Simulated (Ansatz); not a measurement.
Base system: SiO$_{2}$ in the rutile structure (space group P4_2/mnm, No. 136; a = 4.185 Å, c = 2.669 Å).

Now apply this change: the cell is scaled by 0.9593 in all directions, atoms relaxed at fixed cell.

Method: r2SCAN in Ansatz (plane waves to 500 eV, PAW, scalar-relativistic without spin-orbit coupling).

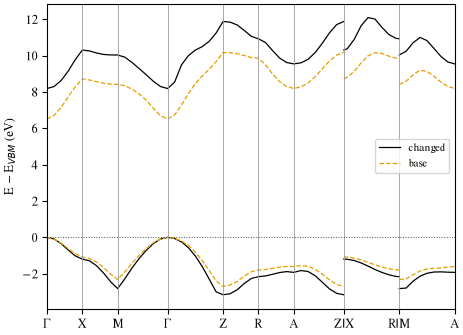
Fig. 1. Highest valence and lowest conduction band along the path, each from its own valence-band maximum

The gap is 8.18 eV, direct at Γ; the base has 6.51 eV.

The cells carry an imposed strain or load. Stability against distortions was not tested.

Ansatz is a first-principles code.
